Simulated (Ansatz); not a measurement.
The starting structures come from a database of crystals and need not be the phases stable at ambient conditions.

 Where the default PAW files enter, the runs use the earlier of Ansatz's two default sets.

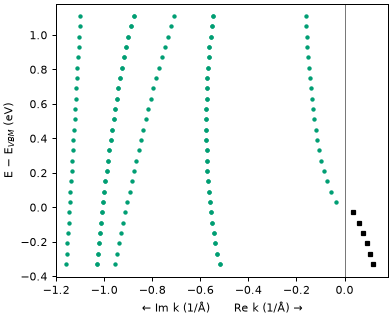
Figure. Complex bands at the centre of the two-dimensional zone; Ansatz (a quantum-chemistry and plane-wave program) with PBEsol

The gap is the functional's own. No spin-orbit coupling. Mid-gap values are interpolated on the energy grid.

This is ScTlS2 (P6_3/mmc, not sure to be the ambient phase, 8 atoms a cell, 22.5 Å³ an atom) along the normal of (001). Read off the slowest decay at the centre of the two-dimensional zone at 0.39 eV, the computed energy nearest the middle of the gap.

κ ≈ 0.11 1/Å, a decay length 1/(2κ) of the density of 4.4 Å.
